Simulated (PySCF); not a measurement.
# C8H14P: the cost of one run

Programs: PySCF 2.14.0, with routines of our own; each step states its level. All values are computed. Atoms count from 0.

## Step 1: The starting structure

23 atoms, charge 1, multiplicity 1; geometry from: GFN2-xTB.

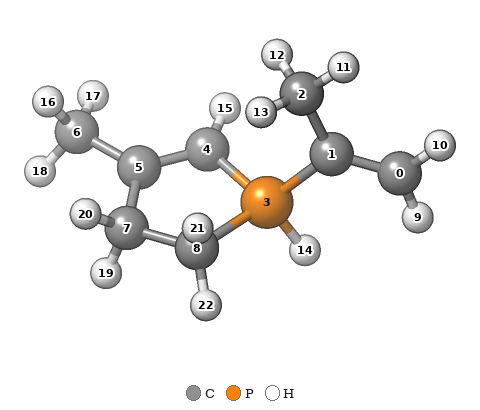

The starting geometry (carbon grey, phosphorus orange, hydrogen white).

## Step 2: Magnetic properties: GIAO CAM-B3LYP/pcSseg-1

What the job is given:

```
{"job": {"kind": "mag", "xc": "CAM-B3LYP", "basis": "pcSseg-1", "isotopologues": 0}, "charge": 1, "multiplicity": 1}
C     -3.181686    -0.741626     1.041933
C     -2.172970    -0.140323     0.421244
C     -2.268624     1.057247    -0.465646
P     -0.495968    -0.765463     0.664543
C      0.732621     0.451392     1.052397
C      1.791765     0.363951     0.228996
C      2.968314     1.259624     0.277952
C      1.758524    -0.732417    -0.795870
C      0.358199    -1.375794    -0.829848
H     -3.038340    -1.600674     1.678449
H     -4.194405    -0.390639     0.931086
H     -3.302463     1.373838    -0.570933
H     -1.691989     1.883577    -0.048382
H     -1.870808     0.843566    -1.457793
H     -0.583241    -1.763235     1.620916
H      0.618734     1.165786     1.849888
H      2.978162     1.900918    -0.603737
H      2.955888     1.888252     1.163258
H      3.889707     0.680582     0.259715
H      2.515384    -1.473305    -0.527579
H      2.035621    -0.343308    -1.776909
H     -0.203819    -1.049188    -1.708586
H      0.396644    -2.465775    -0.849140
```

Method: GIAO CAM-B3LYP/pcSseg-1 magnetisability, rotational g tensor and spin-rotation constants, non-relativistic, gas phase.

The run is started by

```console
> OMP_NUM_THREADS=1 python excited_run.py task.json out
```

This one command runs all jobs of the session in turn.

Q: Estimate the wall time and peak memory of this first job on 1 thread of Arm Neoverse V1, shared host.

About 1.8 min, with a peak of 1.3 GiB.
